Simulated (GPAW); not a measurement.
# Core-hole calculation of the Li K edge in Li3Pb (I4/mmm), part 3 of 3

What does one-electron theory with a core hole give for the Li K edge of Li3Pb (I4/mmm)?

GPAW 26.7.0; X-ray absorption from dipole matrix elements to empty bands, plane-wave PAW LDA.

So far. Step 7 (Spectrum with XCH, Li atom 3): Main maxima below 24 eV (height): 0.3 eV (0.29), 2.5 eV (1.67), 3.9 eV (1.68), 8.8 eV (1.76) and 21.6 eV (0.83).  Step 7 (Spectrum with XCH, Li atom 3): The total-energy difference is 56.58 eV. With the free-atom term of -3.34 eV for this edge, the photon energy is 53.24 eV.

### 8. Supercell without a hole, the energy reference

Level of this step: plane-wave PAW DFT, LDA, self-consistent field (GPAW).

The cutoff changes for the next run, so it gets a reference energy of its own.

Input file scf.py:

```python
import numpy as np
from ase import Atoms
from ase.parallel import parprint, paropen
from gpaw import GPAW, PW, FermiDirac, Mixer, MixerDif, setup_paths
from gpaw.test import gen
setup_paths.insert(0, '.')
gen('Li', name='nch1s', xcname='LDA', corehole=(1, 0, 0), write_xml=True)
from gpaw.mpi import world
world.barrier()

atoms = Atoms('Pb4Li12',
    cell=[[4.67148546, -4.67148546, 0],
     [-4.67148546, -4.67148546, 0],
     [0, 4.67148546, -6.68858438]],
    scaled_positions=[[0, 0, 0],
     [0.75, 0.25, 0.5],
     [0.5, 0.5, 0],
     [0.25, 0.75, 0.5],
     [0.75, 0.75, 0.5],
     [0.5, 0, 0],
     [0.25, 0.25, 0.5],
     [0, 0.5, 0],
     [0.125, 0.625, 0.75],
     [0.875, 0.875, 0.25],
     [0.625, 0.125, 0.75],
     [0.375, 0.375, 0.25],
     [0.625, 0.625, 0.75],
     [0.375, 0.875, 0.25],
     [0.125, 0.125, 0.75],
     [0.875, 0.375, 0.25]],
    pbc=True)
atoms.calc = calc = GPAW(legacy_gpaw=True, mode=PW(120, force_complex_dtype=True), xc='LDA', setups={4: 'nch1s'},
    kpts={'size': (3, 3, 3), 'gamma': True}, occupations=FermiDirac(0.1),
    charge=0, mixer=Mixer(0.1, 5, 50), maxiter=150,
    convergence={'density': 0.0001, 'eigenstates': 1e-6}, txt='scf.txt')
energy = atoms.get_potential_energy() + calc.get_reference_energy()
ef = calc.get_fermi_level()
out = dict(energy=energy, fermi=ef, forces=atoms.get_forces().tolist())
parprint(f'all-electron energy {energy:.4f} eV, Fermi level {ef:.4f} eV')
ev = np.array([[calc.get_eigenvalues(k, s) for k in range(len(calc.get_ibz_k_points()))] for s in range(calc.get_number_of_spins())])
out['homo'], out['lumo'], out['counts'] = ev[ev < ef].max(), ev[ev > ef].min(), sorted(set((ev < ef).sum((0, 2)).tolist()))
out['filled'] = (ev[:, 0] < ef).sum(1).tolist()
import json
with paropen('out.json', 'w') as f:
    json.dump(out, f)
```

Command:

```console
$ OMP_NUM_THREADS=1 mpirun -n 4 gpaw python scf.py
```

Numbers of over 12 decimals in the logs are rounded to 6 here.

Output:

```text
Input parameters:
  convergence: {density: 0.0001,
                eigenstates: 1e-06}
  kpts: {gamma: True,
         size: (3, 3, 3)}
  maxiter: 150
  mixer: {backend: pulay,
          beta: 0.1,
          method: separate,
          nmaxold: 5,
          weight: 50}
  mode: {ecut: 120.0,
         force_complex_dtype: True,
         name: pw}
  occupations: {fixmagmom: False,
                name: fermi-dirac,
[...]
warnings.warn(
<dir> UserWarning: Using symmetrized grid: (21,21,21).

  warnings.warn('Using symmetrized grid: ({},{},{}).\n'.format(*N_c))
<dir> UserWarning: Using symmetrized grid: (21,21,21).

  warnings.warn('Using symmetrized grid: ({},{},{}).\n'.format(*N_c))
<dir> UserWarning: Using symmetrized grid: (21,21,21).

  warnings.warn('Using symmetrized grid: ({},{},{}).\n'.format(*N_c))
all-electron energy -2270201.8575 eV, Fermi level 3.2721 eV
[key lines of the parts left out:]
Converged after 15 iterations.
Dipole moment: (0.000000, 0.001323, -0.000001) |e|*Ang
Free energy:    +77.103068
Fermi level: 3.27209
```

It took 5.1 s on 4 MPI ranks of Intel Xeon Platinum 8488C (Sapphire Rapids), shared host; peak memory 0.19 GiB.

The run finished; it serves as a test, and its numbers are not taken as the result.

### 9. Spectrum with XCH, Li atom 2

This attempt departs from the first core-hole run: cutoff (eV) to 120.

Input file xas.py:

```python
import numpy as np
from ase import Atoms
from ase.parallel import parprint, paropen
from gpaw import GPAW, PW, FermiDirac, Mixer, MixerDif, setup_paths
from gpaw.test import gen
setup_paths.insert(0, '.')
gen('Li', name='fch1s', xcname='LDA', corehole=(1, 0, 1), write_xml=True)
from gpaw.mpi import world
world.barrier()

atoms = Atoms('Pb4Li12',
    cell=[[4.67148546, -4.67148546, 0],
     [-4.67148546, -4.67148546, 0],
     [0, 4.67148546, -6.68858438]],
    scaled_positions=[[0, 0, 0],
     [0.75, 0.25, 0.5],
     [0.5, 0.5, 0],
     [0.25, 0.75, 0.5],
     [0.75, 0.75, 0.5],
     [0.5, 0, 0],
     [0.25, 0.25, 0.5],
     [0, 0.5, 0],
     [0.125, 0.625, 0.75],
     [0.875, 0.875, 0.25],
     [0.625, 0.125, 0.75],
     [0.375, 0.375, 0.25],
     [0.625, 0.625, 0.75],
     [0.375, 0.875, 0.25],
     [0.125, 0.125, 0.75],
     [0.875, 0.375, 0.25]],
    pbc=True)
atoms.calc = calc = GPAW(legacy_gpaw=True, mode=PW(120, force_complex_dtype=True), xc='LDA', setups={4: 'fch1s'},
    kpts={'size': (3, 3, 3), 'gamma': True}, occupations=FermiDirac(0.1),
    charge=-1, mixer=Mixer(0.1, 5, 50), maxiter=150,
    convergence={'density': 0.0001, 'eigenstates': 1e-6}, txt='scf.txt')
energy = atoms.get_potential_energy() + calc.get_reference_energy()
ef = calc.get_fermi_level()
out = dict(energy=energy, fermi=ef, forces=atoms.get_forces().tolist())
parprint(f'all-electron energy {energy:.4f} eV, Fermi level {ef:.4f} eV')
ev = np.array([[calc.get_eigenvalues(k, s) for k in range(len(calc.get_ibz_k_points()))] for s in range(calc.get_number_of_spins())])
out['homo'], out['lumo'], out['counts'] = ev[ev < ef].max(), ev[ev > ef].min(), sorted(set((ev < ef).sum((0, 2)).tolist()))
out['filled'] = (ev[:, 0] < ef).sum(1).tolist()

from ase.units import Ha
from gpaw.xas import dipole_matrix_elements
nb = int(calc.get_number_of_electrons() / 2) + 176
top, nb = nb, nb + 8 + nb // 12
nscf = calc.fixed_density(kpts={'size': (4, 4, 4), 'gamma': True}, nbands=nb,
    convergence={'bands': top, 'eigenstates': 5e-3}, maxiter=60, txt='nscf.txt')
cell = atoms.cell.array
ops = [cell.T @ U.T @ np.linalg.inv(cell.T) for U in nscf.wfs.kd.symmetry.op_scc]
E = np.arange(-6, 34, 0.1)
fwhm = np.interp(E, [4, 25], [0.9, 3.5])
Y, X, zero, highest = 0, 0, 1e9, 1e9
for spin in range(nscf.get_number_of_spins()):
    wfs = nscf.wfs
    mine = wfs.bd.get_slice()  # this rank's bands
    A = dipole_matrix_elements(wfs.setups[4])
    eps = np.zeros((wfs.kd.nibzkpts, nb))
    d = np.zeros((3, A.shape[1], wfs.kd.nibzkpts, nb), complex)
    for kpt in wfs.kpt_u:
        if kpt.s == spin and 4 in kpt.P_ani:
            eps[kpt.k, mine] = kpt.eps_n * Ha
            d[:, :, kpt.k, mine] = (kpt.weight * wfs.nspins / 2) ** 0.5 * np.inner(A, kpt.P_ani[4])
    world.sum(eps)
    world.sum(d)
    T = np.einsum('amkn,bmkn->abkn', d, d.conj()).real
    T = sum(np.einsum('ai,ijkn,bj->abkn', R, T, R) for R in ops) / len(ops)
    empty = eps > ef
    zero, highest = min(zero, eps[empty].min()), min(highest, eps[:, top - 1].min())
    lines = [(eps, T, empty)] if spin == 0 else lines + [(eps, T, empty)]
for eps, T, empty in lines:
    f = np.einsum('aakn->akn', T).reshape(3, -1)
    x = eps.ravel() - zero
    w = np.interp(x, E, fwhm) / 2.35482
    g = np.exp(-0.5 * ((E[:, None] - x) / w) ** 2) / (w * (2 * np.pi) ** 0.5)
    Y = Y + (f * empty.ravel()) @ g.T
    X = X + (f * ~empty.ravel()) @ g.T
out.update(E=E.round(2).tolist(), xas=Y.tolist(), xes=X.tolist(), zero=zero, valid=highest - zero, nk=len(eps), nb=nb)
for i in range(0, len(E), 10):
    parprint(f'{E[i]:7.2f}', *(f'{v:10.3e}' for v in Y[:, i]))
import json
with paropen('out.json', 'w') as f:
    json.dump(out, f)
```

Command:

```console
$ OMP_NUM_THREADS=1 mpirun -n 4 gpaw python xas.py
```

Output:

```text
Input parameters:
  charge: -1
  convergence: {density: 0.0001,
                eigenstates: 1e-06}
  kpts: {gamma: True,
         size: (3, 3, 3)}
  maxiter: 150
  mixer: {backend: pulay,
          beta: 0.1,
          method: separate,
          nmaxold: 5,
          weight: 50}
  mode: {ecut: 120.0,
         force_complex_dtype: True,
         name: pw}
  occupations: {fixmagmom: False,
[...]
warnings.warn('Using symmetrized grid: ({},{},{}).\n'.format(*N_c))
<dir> UserWarning: Using symmetrized grid: (21,21,21).

  warnings.warn('Using symmetrized grid: ({},{},{}).\n'.format(*N_c))
<dir> UserWarning: Using symmetrized grid: (21,21,21).

  warnings.warn('Using symmetrized grid: ({},{},{}).\n'.format(*N_c))
all-electron energy -2270144.5745 eV, Fermi level 3.5405 eV
[...]
32.00  1.230e-03  1.230e-03  1.353e-03
  33.00  1.204e-03  1.204e-03  1.281e-03
[key lines of the parts left out:]
Converged after 17 iterations.
Dipole moment: (-0.000000, 0.051366, -0.000000) |e|*Ang
Free energy:    +67.020906
Fermi level: 3.54051
```

It took 20 s on 4 MPI ranks; peak memory 0.24 GiB; 80 s of CPU time.

The run finished. A setting was moved off its sound value on purpose, so it serves as a test and not as the result.

The fault put into the input: the cutoff is far too low.

The scaled spectrum changes by 6 % r.m.s. Another feature, at 1.7 eV (2.02), becomes the highest below 16 eV; the one at 4.6 eV (1.96) is now at 4.6 eV (1.98).

| E (eV) | first run | this run |
| --- | --- | --- |
| -2.0 | 0.00 | 0.00 |
| -0.5 | 0.04 | 0.04 |
| 1.0 | 1.07 | 1.05 |
| 2.5 | 1.22 | 1.20 |
| 4.0 | 1.36 | 1.40 |
| 5.5 | 1.12 | 1.11 |
| 7.0 | 0.87 | 0.83 |
| 8.5 | 0.87 | 0.75 |
| 10.0 | 1.63 | 1.66 |
| 11.5 | 1.16 | 1.27 |
| 13.0 | 0.58 | 0.58 |
| 14.5 | 0.51 | 0.47 |
| 16.0 | 0.59 | 0.51 |
| 17.5 | 0.88 | 0.85 |
| 19.0 | 0.80 | 0.87 |
| 20.5 | 0.66 | 0.71 |
| 22.0 | 0.58 | 0.60 |
| 23.5 | 0.43 | 0.44 |
| 25.0 | 0.33 | 0.33 |
| 26.5 | 0.36 | 0.33 |
| 28.0 | 0.45 | 0.40 |
| 29.5 | 0.50 | 0.48 |
| 31.0 | 0.46 | 0.47 |

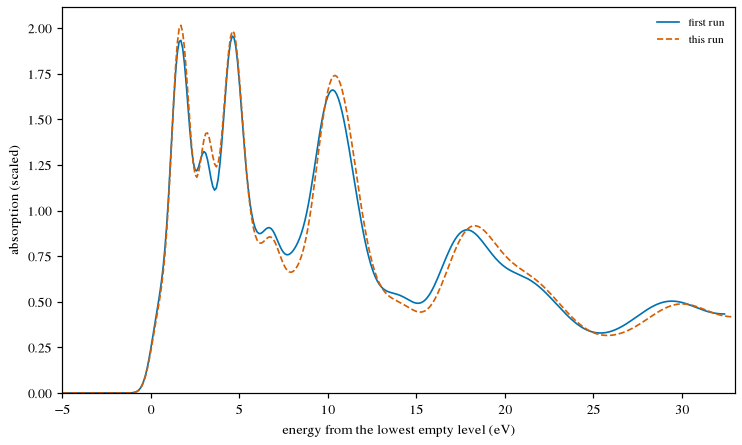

This run beside the first core-hole run.

### 10. What the core hole does

Both curves are counted from their own zero, so only the shift of weight within the empty states shows.

| E (eV) | no hole | XCH |
| --- | --- | --- |
| -2.0 | 0.00 | 0.00 |
| -1.0 | 0.00 | 0.00 |
| 0.0 | 0.07 | 0.24 |
| 1.0 | 0.07 | 1.07 |
| 2.0 | 0.59 | 1.69 |
| 3.0 | 1.10 | 1.32 |
| 4.0 | 0.99 | 1.36 |
| 5.0 | 0.70 | 1.71 |
| 6.0 | 1.28 | 0.88 |
| 7.0 | 1.00 | 0.87 |
| 8.0 | 0.94 | 0.78 |
| 9.0 | 0.84 | 1.09 |
| 10.0 | 0.97 | 1.63 |
| 11.0 | 1.65 | 1.45 |
| 12.0 | 1.98 | 0.88 |
| 13.0 | 1.46 | 0.58 |
| 14.0 | 1.11 | 0.54 |
| 15.0 | 0.86 | 0.49 |
| 16.0 | 0.76 | 0.59 |
| 17.0 | 0.86 | 0.81 |
| 18.0 | 1.02 | 0.89 |
| 19.0 | 1.12 | 0.80 |
| 20.0 | 1.07 | 0.69 |
| 21.0 | 1.01 | 0.64 |
| 22.0 | 1.00 | 0.58 |
| 23.0 | 0.93 | 0.48 |
| 24.0 | 0.76 | 0.38 |
| 25.0 | 0.58 | 0.33 |
| 26.0 | 0.45 | 0.34 |
| 27.0 | 0.40 | 0.39 |
| 28.0 | 0.43 | 0.45 |
| 29.0 | 0.48 | 0.50 |

With each curve scaled to its own mean, the area from −2 to 6 eV with the hole is 7.8 against 4.2, and the centre of weight from −1 to 20 eV moves by -2.1 eV: the hole pulls the absorber's empty states down.

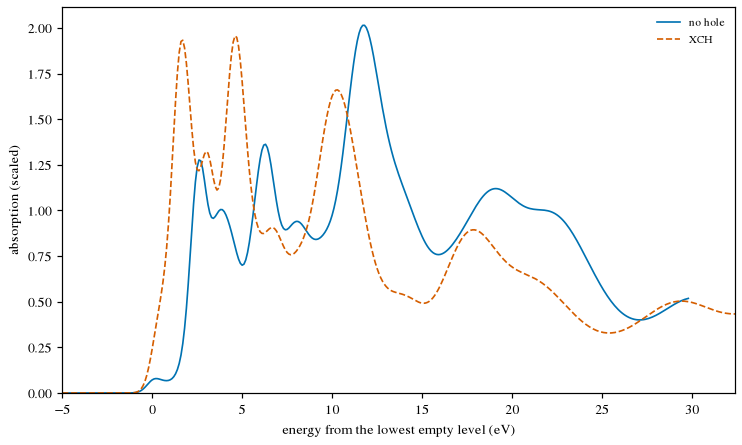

The Li K edge with and without the core hole, each from its own zero; the highest intensity below 16 eV lies at 4.6 eV with the hole.

### 11. Site by site

| atom | surroundings | onset shift (eV) | energy of the highest intensity below 16 eV |
| --- | --- | --- | --- |
| 2 | 8 Li at 2.87 Å, 4 Pb at 3.30 Å and 2 Pb at 3.34 Å (cube and octahedron, as in bcc, site symmetry 4/mmm) | +0.00 | 4.6 |
| 3 | 1 Pb at 2.87 Å, 2 Li at 2.87 Å, 1 Pb at 2.87 Å, 1 Li at 2.87 Å, 1 Pb at 2.87 Å, 1 Li at 2.87 Å, 1 Pb at 2.87 Å and 6 Li at 3.30 to 3.34 Å (cube and octahedron, as in bcc, site symmetry -4m2) | -0.68 | 8.8 |

On one energy scale, from the first site's zero:

| E (eV) | atom 2 | atom 3 |
| --- | --- | --- |
| -2.0 | 0.00 | 0.00 |
| -1.0 | 0.00 | 0.13 |
| 0.0 | 0.24 | 0.24 |
| 1.0 | 1.07 | 0.76 |
| 2.0 | 1.69 | 1.65 |
| 3.0 | 1.32 | 1.64 |
| 4.0 | 1.36 | 1.37 |
| 5.0 | 1.71 | 1.31 |
| 6.0 | 0.88 | 1.29 |
| 7.0 | 0.87 | 1.49 |
| 8.0 | 0.78 | 1.76 |
| 9.0 | 1.09 | 1.54 |
| 10.0 | 1.63 | 1.17 |
| 11.0 | 1.45 | 0.87 |
| 12.0 | 0.88 | 0.58 |
| 13.0 | 0.58 | 0.46 |
| 14.0 | 0.54 | 0.44 |
| 15.0 | 0.49 | 0.48 |
| 16.0 | 0.59 | 0.65 |
| 17.0 | 0.81 | 0.77 |
| 18.0 | 0.89 | 0.77 |
| 19.0 | 0.80 | 0.77 |
| 20.0 | 0.69 | 0.80 |
| 21.0 | 0.64 | 0.83 |
| 22.0 | 0.58 | 0.79 |
| 23.0 | 0.48 | 0.69 |
| 24.0 | 0.38 | 0.60 |
| 25.0 | 0.33 | 0.53 |
| 26.0 | 0.34 | 0.51 |
| 27.0 | 0.39 | 0.53 |
| 28.0 | 0.45 | 0.53 |
| 29.0 | 0.50 | 0.52 |
| 30.0 | 0.50 | 0.48 |
| 31.0 | 0.46 | 0.44 |

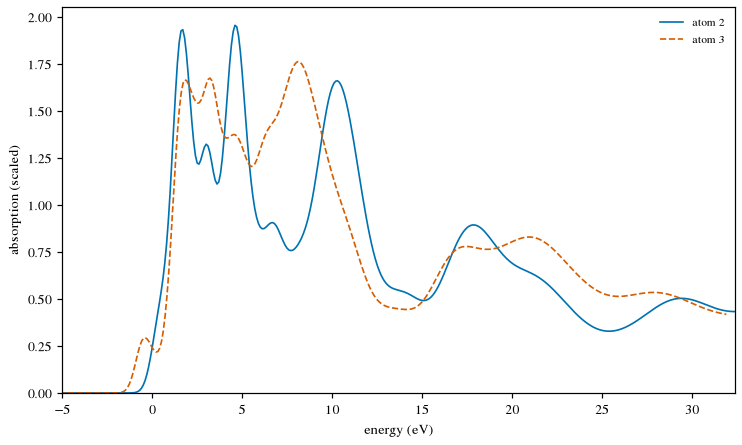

The sites' spectra.

### 12. Summary of results

```yaml
absorber_and_edge: Li K, atom 2 of the ground-state input (counted from 1)
surroundings: 8 Li at 2.87 Å, 4 Pb at 3.30 Å and 2 Pb at 3.34 Å (cube and octahedron, as in bcc, site symmetry 4/mmm)
highest_intensity_below_16_ev: 4.6 eV above the zero, height 1.96
photon_energy_of_the_zero_with_the_added_terms: 53.9 eV (raw 57.3 eV; LDA puts this hole about 1 eV below PBE, itself good to a few eV)
```

In words: The Li K edge of atom 2, with 8 Li at 2.87 Å, 4 Pb at 3.30 Å and 2 Pb at 3.34 Å (cube and octahedron, as in bcc, site symmetry 4/mmm), has its highest intensity of the first 16 eV at 4.6 eV above the zero, near 59 eV in photon energy (LDA puts this hole about 1 eV below PBE, itself good to a few eV), 2.0 times the mean level of the first 20 eV (Gaussian full width 0.9 eV up to 4 eV, rising linearly to 3.5 eV at 25 eV). The Li K spectra of the 2 sites differ in shape by up to 36 % r.m.s. after the best shift, and their zeros spread over 0.68 eV. With each curve scaled to its own mean, the area from −2 to 6 eV with the hole is 7.8 against 4.2, and the centre of weight from −1 to 20 eV moves by -2.1 eV: the hole pulls the absorber's empty states down. At the Li K edge of atom 2 polarisation matters most near 2.1 eV, where the curves differ by 1.9 on this scale. The mesh is coarse (0.27 Å⁻¹ between points), so small maxima may be mesh ripples. Lifetime broadening is put in by hand, and intensities beyond about 20 eV depend on it and on the partial waves; weight that the partial waves miss at high energy is lost. The structure is a computed Materials Project entry and may be a hypothetical form.

[Banner, clock and machine lines of the logs are left out without a mark of their own.]

[Logs are printed without paths, hosts, clocks, repeated set-up lines and the standing remarks that a program may print on its own settings, such as how far it seeks lower states.]

[Hosts, paths, dates, database ids (printed as entryN), source tags and the programs' standing remarks are cut or masked in the printed files.]

[Lists of maxima count a maximum above −3 eV only where it reaches 4 % of the highest in the window and stands out from its surroundings by 2 % of it (1.5 % where it reaches 55 %); shoulders and weaker maxima are passed over, and of the rest the first, up to two pre-edge ones and the few strongest are named.]
